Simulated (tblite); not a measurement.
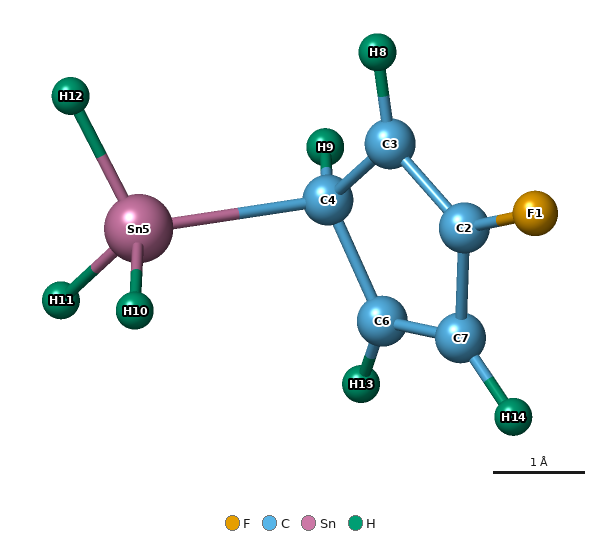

The structure as given in the input (ball-and-stick view, seen at a tilt; atoms are numbered from 1 in the order of the input). Sticks mark near contacts. Bond lengths as drawn: C–C 1.35 to 1.47 Å, C–F 1.34 Å, C–H 1.07 to 1.09 Å, C–Sn 2.20 Å and H–Sn 1.66 to 1.67 Å.

Nudged elastic band, with input and output: C$_{5}$H$_{7}$FSn

- system: C$_{5}$H$_{7}$FSn
- method: GFN2-xTB climbing-image nudged elastic band, gas phase (tblite 0.8.0)

The run did not end well.

The input
```
{"job": {"xc": "GFN2-xTB", "basis": "xTB", "kind": "neb"}, "charge": 0, "multiplicity": 1}
F      1.917517     2.607100     2.023412
C      2.040188     1.690325     1.050863
C      1.276763     1.603640    -0.054746
C      1.740354     0.432854    -0.814620
Sn     0.181089    -1.111234    -0.610366
C      2.904374    -0.058880    -0.059187
C      3.047862     0.671824     1.063699
H      0.480234     2.255521    -0.356569
H      1.891827     0.584839    -1.879085
H     -0.098965    -1.416162     0.997452
H      0.648971    -2.530773    -1.362267
H     -1.240210    -0.602028    -1.327076
H      3.523292    -0.873542    -0.386649
H      3.783655     0.555522     1.837140
```

The first line tells a small driver script what to run in tblite; the rest is the geometry in Å.

Machine: 1 CPU thread, shared host.

Command:
```bash
OMP_NUM_THREADS=1 python <driver script> task.json out
```

Output
```
image   E - E0 / eV
  0       0.0000
  1       0.0591
  2       0.4163
  3       0.0180
  4       0.3294
  5       0.3111
  6       0.2660
```

What the run reported

- outcome: not converged
- forward barrier: 0.416 eV
- wall time: 4.3 s
- peak memory: 0.2 GiB

Diagnosis

The run did not converge. At least one of its steps failed, so the values that rest on that step are not results.
